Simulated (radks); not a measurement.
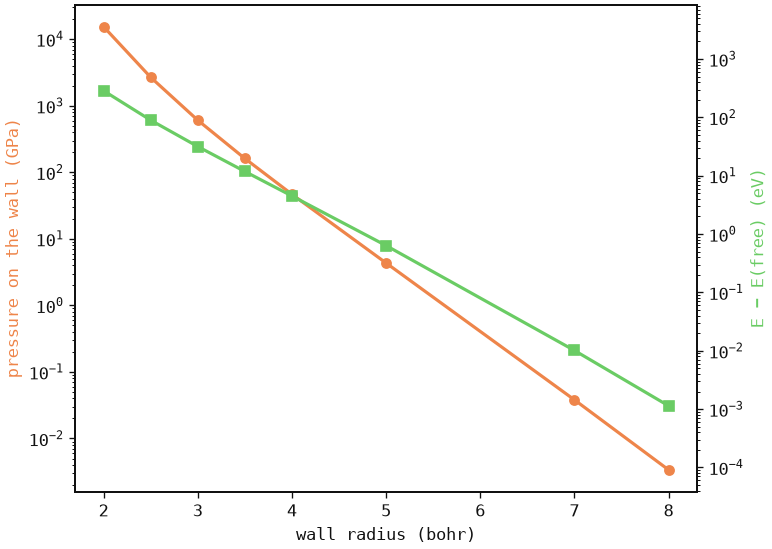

System: the tellurium ion Te²⁺, configuration [Kr] 4d10 5s2 5p2 (high spin). It is put inside a hard spherical wall of varying radius. The calculation used the in-house radial solver radks at this level: scalar-relativistic Kohn-Sham, PBEsol, spin-polarised, spherical densities, finite nucleus. The plot shows the pressure on the wall (left axis) and the energy above the free species (right axis).

**How do pressure and energy grow as the wall closes in?**

The pressure grows from 0.0034 GPa at 8 bohr through 47 GPa at 4 bohr to 15000 GPa at 2 bohr, and the energy above the free species from 0.00114 eV through 4.50 eV to 286.1 eV. The pressure is −dE/dV with V = 4πR³/3.
